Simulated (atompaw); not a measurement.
# A PAW (atompaw) potential for gallium, from input to tests

Task: generate the file, and judge it by its logarithmic derivatives, its ghosts and its cutoff.

Program: atompaw 4.2.0.5. Reference atom: PBE, scalar-relativistic, spherical and spin-unpolarised. All values are calculated.

**1. The design**

The settings as typed:

- element: gallium (Ga, Z = 31)
- type: PAW
- frozen core: [Ar]
- valence charge: 13
- reference configuration: 3d10 4s2 4p1
- partial waves: 4s (bound): rc 1.55 bohr; 4s channel at 4.05 Ry: rc 1.55 bohr; 4p (bound): rc 0.75 bohr; 4p channel at 1.25 Ry: rc 0.75 bohr; 3d (bound): rc 1.30 bohr; 3d channel at 2.2 Ry: rc 1.30 bohr
- local potential: ultrasoft scheme with l = 3 at 0 Ry, radius 1.35 bohr
- core correction: smooth core density matched at 0.90 bohr
- augmentation charge: sinc compensation charge, radius 1.45 bohr; PAW radius 1.55 bohr; waves and projectors: custom rrkj vanderbiltortho

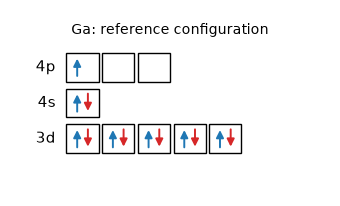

The outer shells as boxes. The arrows follow Hund's rule for the drawing; the calculation itself is spin-unpolarised.

The nodes and maxima of the atom's own shells, from an earlier all-electron run, set the scale for the radii.

All-electron outer shells of the reference configuration (PBE, scalar-relativistic, ld1.x):

```tsv
shell	level (eV)	outermost node (bohr)	outermost maximum (bohr)
3s	-148.13	0.27	0.56
3p	-98.86	0.24	0.56
3d	-19.15	–	0.53
4s	-8.95	0.81	1.90
4p	-2.58	0.87	2.53
```

**2. Generation**

The input, Ga.input:

```
Ga 31
GGA-PBE scalarrelativistic loggrid 1500 logderivrange -3 5 201
4 4 3 0 0 0
4 1 1
0 0 0
c
c
c
v
c
c
v
v
2
1.55 1.45 1.35 0.90
y
4.05
n
y
1.25
n
y
2.2
n
custom rrkj vanderbiltortho sinc
3 0 ultrasoft
1.55
1.55
0.75
0.75
1.30
1.30
PWSCFOUT
UPFDX 0.0125d0 UPFXMIN -7.d0 UPFZMESH 31.d0
END
```

On the command line:

```bash
$ atompaw < Ga.input > Ga.log
```

Output in the file Ga (summary file):

```text
 Completed calculations for Ga (AE)

 Exchange-correlation type: GGA, Perdew-Burke-Ernzerhof

 Radial integration grid is logarithmic 
 r0 =   2.7104631E-04 h =   8.4024356E-03   n =      1500 rmax =   8.0000000E+01

 Scalar relativistic calculation

 AEatom converged in  44 iterations
   nz     =  31.00
   delta  =       1.467274956419E-15

 All Electron Orbital energies:         
  n  l      occupancy      energy
  1  0      2.0000000E+00 -7.5188853E+02
  2  0      2.0000000E+00 -9.2779179E+01
  3  0      2.0000000E+00 -1.0887057E+01
  4  0      2.0000000E+00 -6.5771896E-01
  2  1      6.0000000E+00 -8.0762989E+01
  3  1      6.0000000E+00 -7.2660233E+00
  4  1      1.0000000E+00 -1.8956760E-01
  3  2      1.0000000E+01 -1.4078300E+00

 Total energy
   Total                    :    -3887.87566036111320

 ---
 Completed calculations for Ga (SC)

 Exchange-correlation type: GGA, Perdew-Burke-Ernzerhof

 Radial integration grid is logarithmic 
 r0 =   2.7104631E-04 h =   8.4024356E-03   n =      1500 rmax =   8.0000000E+01

 Scalar relativistic calculation

 SCatom converged in   4 iterations
   nz     =  31.00
   delta  =       4.700205833624E-17

 Valence Electron Orbital energies:         
  n  l      occupancy      energy
   4  0      2.0000000E+00 -6.5771896E-01
   4  1      1.0000000E+00 -1.8956760E-01
   3  2      1.0000000E+01 -1.4078300E+00

 Total energy
   Total                    :    -3887.87566035395230
   Valence                  :     -277.71058391715701

 PAW parameters: 
       lmax =            2
         rc =    1.5544369556532218     
        irc =         1031
   rc_shape =    1.4533653310352257     
    rc_vloc =    1.3588643764659030     
    rc_core =   0.90017001903336802     
   Vloc: Non norm-conserving form with l= 3;e=   0.0000E+00
   Projector type: RRKJ pseudization + Vanderbilt ortho.
   Sinc^2 compensation charge shape zeroed at   1.4534E+00

 Number of basis functions     6
 No.   n  nodes  l      Energy         Cp coeff         Occ
  1    4    3    0   -0.6577190E+00  0.3900230E+02  0.2000000E+01
  2  999    4    0    0.4050000E+01  0.2274932E+01  0.0000000E+00
  3    4    2    1   -0.1895676E+00 -0.6778966E+04  0.1000000E+01
  4  999    3    1    0.1250000E+01 -0.1007314E+04  0.0000000E+00
  5    3    0    2   -0.1407830E+01 -0.7467253E+00  0.1000000E+02
  6  999    1    2    0.2200000E+01 -0.1220388E+00  0.0000000E+00

 Eigenvalues of overlap operator (in the basis of projectors):
    1        2.25132418E-01
    2        4.83611806E-01
    3        5.89281412E+00
    4        2.75909935E+01
    5        3.58493096E+02
    6        9.10147441E+04

 Orbital leakage outside PAW augmentation regions
   orb  is_core?  %out_of_sphere
   1 0    T           0.00
   2 0    T           0.00
   3 0    T           0.36
   4 0    F          81.66
   2 1    T           0.00
   3 1    T           0.88
   4 1    F          93.99
   3 2    F           6.87

 Summary of PAW energies
   Total valence energy     :   -277.71060894250650
   Smooth energy            :     36.00603888456325
   One center               :   -313.71664782706978
   Smooth kinetic           :     51.67157410526170
   Vloc energy              :     -5.19120504293741
   Smooth exch-corr         :    -24.24897236356065
   One-center xc            :   -126.68666912433849
```

Wall time 13 s (1 thread of Intel Xeon Platinum 8259CL at 2.50GHz, shared host).

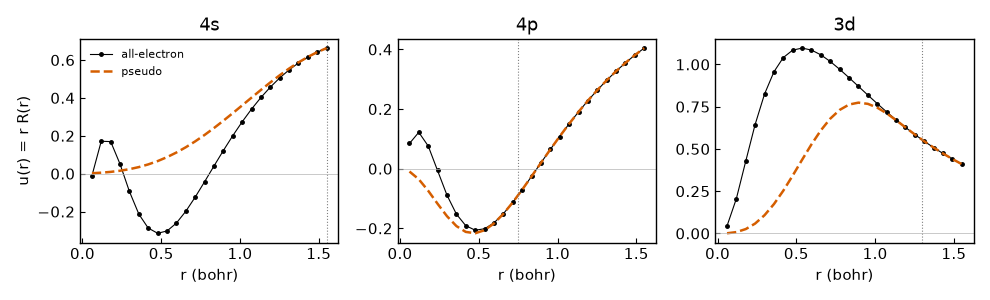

Bound waves of the atom and their pseudo partners (4s, 4p, 3d), with the matching radii dotted. The curves join 26 sampled radii, too few to resolve the innermost nodes.

**3. Does it scatter like the atom?**

Taken from the files of the generation run. The phase is arctan(r·u′/u) with u = r·R, unwrapped, with energies in Ry. A pole is an energy at which the radial function vanishes at the test radius. The pseudo phase is shifted by a multiple of π to meet the all-electron one at the reference energy. Levels narrower than the energy grid can be missing from the poles. Where the grid stepped over a known ghost or core level, its pole and its step of π were put in at the level's energy. The last column is the largest difference on the grid between −1 and +1 Ry.

| channel | radius (bohr) | reference (Ry) | poles AE | poles PS | window around the reference with phases within 0.05 rad (Ry) | largest difference near zero (rad) |
| --- | --- | --- | --- | --- | --- | --- |
| s | 1.55 | -0.66 | none | -0.70 | above -0.7 | 3.140 |
| p | 1.55 | -0.19 | none | none | the whole range | 0.000 |
| d | 1.55 | -1.41 | -0.85 | -0.85 | the whole range | 0.000 |

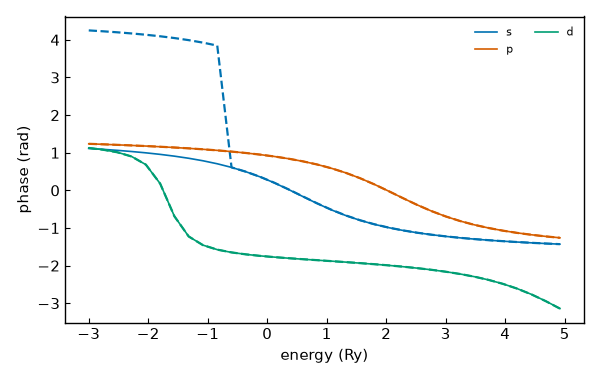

All-electron (solid) and pseudo (dashed) phases against energy.

**4. Plane-wave convergence, by spherical Bessel functions**

This step uses the generator's waves and projectors in a separate script. Basis: spherical Bessel functions vanishing at 20 bohr, q² up to the cutoff; potential fixed at the reference.

All-electron valence levels (Ry): 4s -0.6577, 4p -0.1896, 3d -1.4078. The lowest levels of each channel (Ry) by cutoff; the last column sums, over occupied levels, occupation times the distance from the level at 400 Ry. A positive value at high cutoff is not a bound level.

```
cutoff (Ry)     s #1     s #2     p #1     p #2     d #1    f #1  Σ f·Δε (mRy)
          8  -0.6405  -0.0267  -1.5536  -0.0251   0.0440  0.1018       14716.8
         18  -0.6574  -0.0281  -3.6074  -0.0751  -0.6889  0.1018        7304.2
         40  -0.6580  -0.6258  -6.1152  -0.1514  -1.3681  0.1018         435.7
         60  -0.6961  -0.6576  -6.9037  -0.1772  -1.4059  0.1018          31.9
         90  -0.6981  -0.6576  -7.2858  -0.1871  -1.4073  0.1018           7.2
        110  -0.6982  -0.6576  -7.3754  -0.1890  -1.4077  0.1018           1.7
        140  -0.6982  -0.6576  -7.4046  -0.1895  -1.4077  0.1018           0.8
        180  -0.6982  -0.6576  -7.4085  -0.1896  -1.4078  0.1018           0.2
        400  -0.6982  -0.6576  -7.4088  -0.1896  -1.4078  0.1018           0.0
```

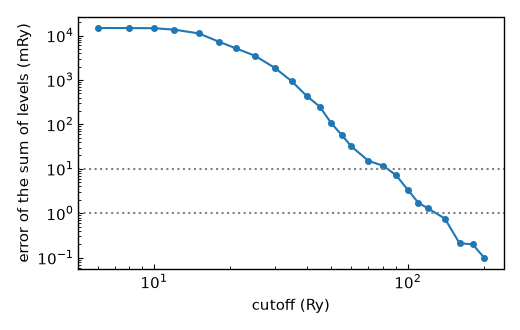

Occupation-weighted error of the valence levels against the cutoff; the dotted lines mark 10 and 1 mRy.

The sum stays within 10 mRy from 90 Ry and within 1 mRy from 140 Ry. The sum leaves out empty levels, which can need more. Ghost test: ghost states, bound below the all-electron valence or empty levels of the same l: p at -100.8 eV, s at -9.5 eV.

**5. Summary of results**

| quantity | value |
| --- | --- |
| cutoffs for 10 and 1 mRy, occupied levels | 90 Ry and 140 Ry |
| bound ghosts | p at -100.80 eV, s at -9.50 eV |
| largest phase difference near zero energy, channels read | 3.140 rad |
| lowest eigenvalue of the overlap (Bessel basis) | 0.173 (d) |
| share of valence orbitals outside the PAW sphere | 4s 82 %, 4p 94 %, 3d 7 % |
| UPF file | written |

In words: A bound ghost (p, s) makes it unfit for use: electrons can fall into a state that the atom doesn't have. Close by lies the frozen 3p level (-98.9 eV). By its cutoff, 90 Ry for the looser tolerance, it is hard. The slowest occupied level is 4p: taken alone it needs 110 Ry to come within 1 mRy, against 70 Ry for 3d. Of the channels read, s scatters worst near zero energy, by up to 3.14 rad (at the energies tabulated). A step near π is an extra or missing state, not a misfit of shape. The pseudo curves have a pole with no partner nearby in the atom's: s at -0.70 Ry.
